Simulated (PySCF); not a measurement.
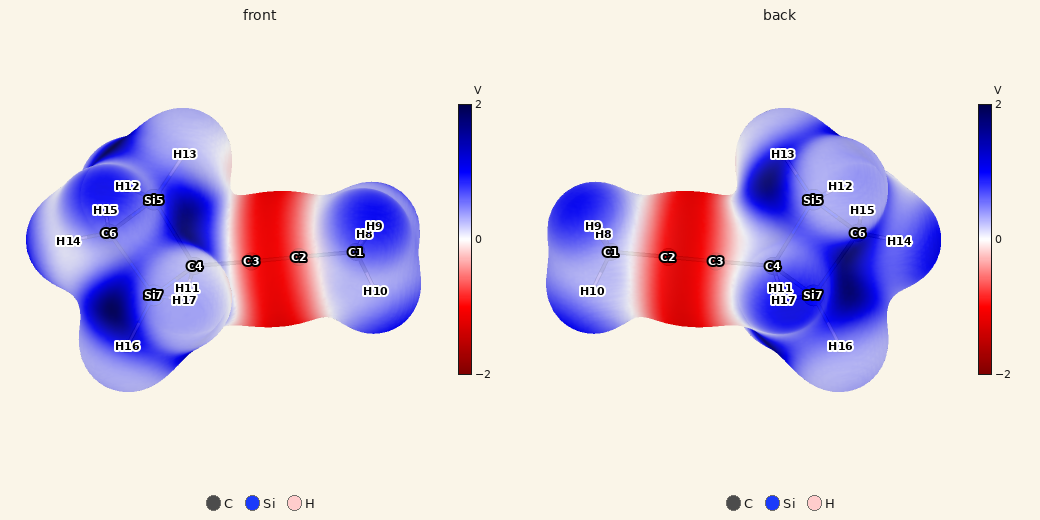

*C5H10Si2 (SMILES CC#CC1[SiH2]C[SiH2]1). The electrostatic potential painted on the density surface at 0.004 e/bohr³, seen from the front and from behind; the colour scale runs from red (negative) to blue (positive).*

Geometry: GFN2-xTB.

Method: PySCF, PBE0/pcSseg-1, SCF density, gas phase, non-relativistic.

Input file:

```
{"job": {"kind": "nmr", "xc": "PBE0", "basis": "pcSseg-1"}, "charge": 0, "multiplicity": 1}
C      3.546220     0.455771     0.023922
C      2.169551     0.035703    -0.152138
C      1.033940    -0.322080    -0.305288
C     -0.335408    -0.713076    -0.463075
Si    -1.553194     0.637156    -1.127344
C     -2.659046     0.262435     0.394142
Si    -1.369122    -0.933767     1.158764
H      3.598500     1.280017     0.736301
H      3.964317     0.788023    -0.927242
H      4.148855    -0.371626     0.400940
H     -0.363946    -1.614581    -1.080999
H     -2.147784     0.325076    -2.430452
H     -0.986053     1.984929    -1.138518
H     -3.605044    -0.211948     0.144819
H     -2.901477     1.126717     1.006471
H     -1.841163    -2.301483     1.395201
H     -0.706144    -0.415235     2.354585
```

Launched as:

```sh
OMP_NUM_THREADS=1 python probes_run.py task.json out
```

**Describe the electrostatic potential map.**

The most negative region (about −1.2 V) lies over C2 and C3, the most positive (about +1.8 V) over Si5 and Si7.

**How polar is the molecule by this calculation?**

Its dipole moment is 0.56 D.
